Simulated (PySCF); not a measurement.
Ga(H)(Me)2(NH3), C2H10GaN, singlet at its CAM-B3LYP/def2-SVP optimised geometry (Å):

```
14

Ga     0.2047     0.0149     0.0000
H      1.7919     0.0149     0.0000
C     -0.7203     1.7780     0.0000
H     -0.2692     2.4948    -0.7051
H     -0.6589     2.2377     0.9998
H     -1.7919     1.6884    -0.2431
C     -0.7210    -1.5259     0.8562
H     -0.6624    -1.4404     1.9535
H     -0.2679    -2.4948     0.5907
H     -1.7919    -1.5675     0.5977
N     -0.0645    -0.5270    -2.0896
H      0.3594    -1.4344    -2.2861
H      0.3752     0.1611    -2.7020
H     -1.0528    -0.5823    -2.3392
```

Method: PySCF with CAM-B3LYP/def2-TZVP. Cells within 0.4 Å of a nucleus heavier than hydrogen are left out (blank, or x).

Map of the electron localisation function on the plane z = 0.0 Å:

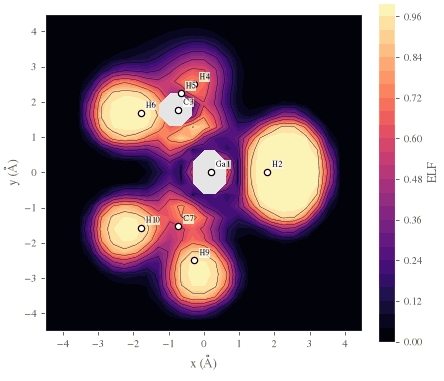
*Electron localisation function on the plane z = 0.0 Å.*
